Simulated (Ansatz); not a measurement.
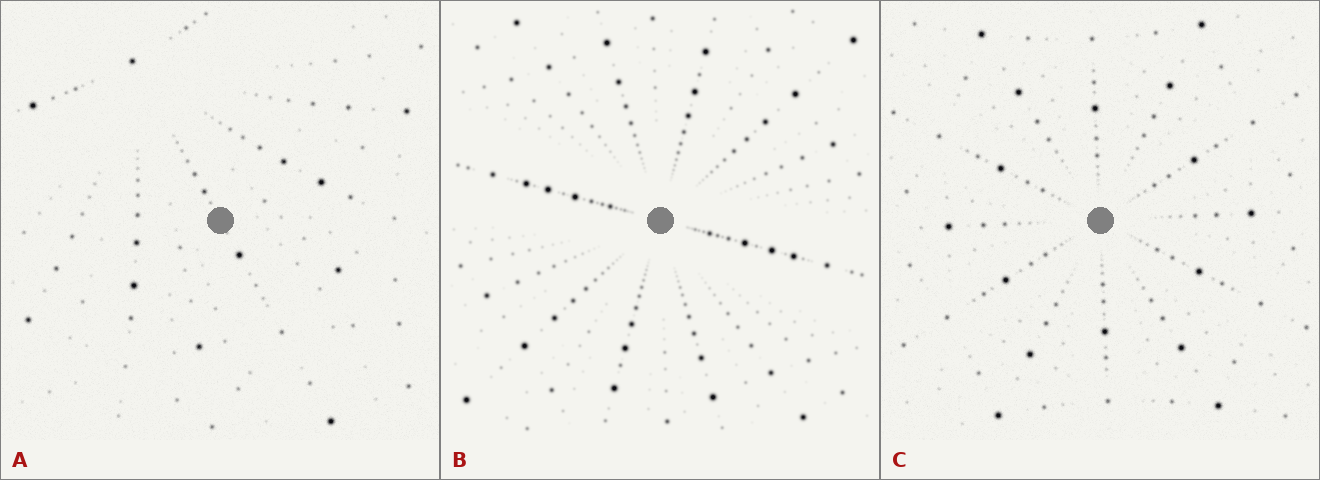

Simulated back-reflection Laue patterns (white X-rays, 0.45 to 2.2 Å, flat plate covering ±45° about the beam, kinematic intensities, seen from the source). Crystal: AlCu₂, space group P6/mmm (No. 191), a = 4.17 Å, c = 2.59 Å (hexagonal axes). Structure: the geometry relaxed with DFT PBE, scalar-relativistic, plane waves, PAW (Ansatz); the starting structure was generated, so it need not be a known form of this composition.

```cif
data_structure
_symmetry_space_group_name_H-M 'P6/mmm'
_symmetry_Int_Tables_number 191
_cell_length_a 4.1694
_cell_length_b 4.1694
_cell_length_c 2.5926
_cell_angle_alpha 90.000
_cell_angle_beta 90.000
_cell_angle_gamma 120.000
_cell_volume 39.03
loop_
_atom_site_label
_atom_site_type_symbol
_atom_site_symmetry_multiplicity
_atom_site_Wyckoff_symbol
_atom_site_fract_x
_atom_site_fract_y
_atom_site_fract_z
_atom_site_occupancy
Al1 Al 1 a 0.00000 0.00000 0.00000 1
Cu1 Cu 2 d 0.33333 0.66667 0.50000 1
```

> The directions [001], [210], [211] point towards the source, in some order. Which is which?

A: [211], symmetry m (one mirror line). B: [210], symmetry 2mm (a twofold axis with two mirror lines). C: [001], symmetry 6mm (a sixfold axis with mirror lines). The Laue class is 6/mmm.
